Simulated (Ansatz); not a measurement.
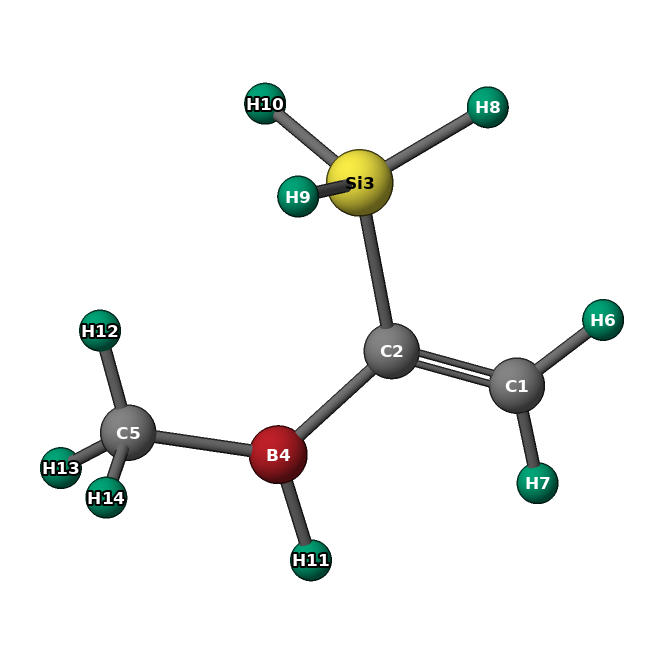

The questions are on Mulliken charges. Computed geometry: PBE0-D4/def2-TZVP optimisation. No frequency run is at hand to confirm it as a minimum. Properties computed with RKS PBE-D4/def2-TZVPP (Ansatz 0.2.0).

> Which atom carries the highest charge (most positive or least negative)?

Si3 (0.17 e).

> And the lowest?

C5 (−0.32 e).

Give the Mulliken charges atom by atom.

| atom | value (e) |
| --- | --- |
| C1 | −0.12 |
| C2 | −0.06 |
| Si3 | 0.17 |
| B4 | 0.01 |
| C5 | −0.32 |
| H6 | 0.10 |
| H7 | 0.10 |
| H8 | −0.06 |
| H9 | −0.05 |
| H10 | −0.05 |
| H11 | −0.01 |
| H12 | 0.09 |
| H13 | 0.11 |
| H14 | 0.10 |

Mulliken values depend strongly on the basis set and can even reverse the polarity of a bond.
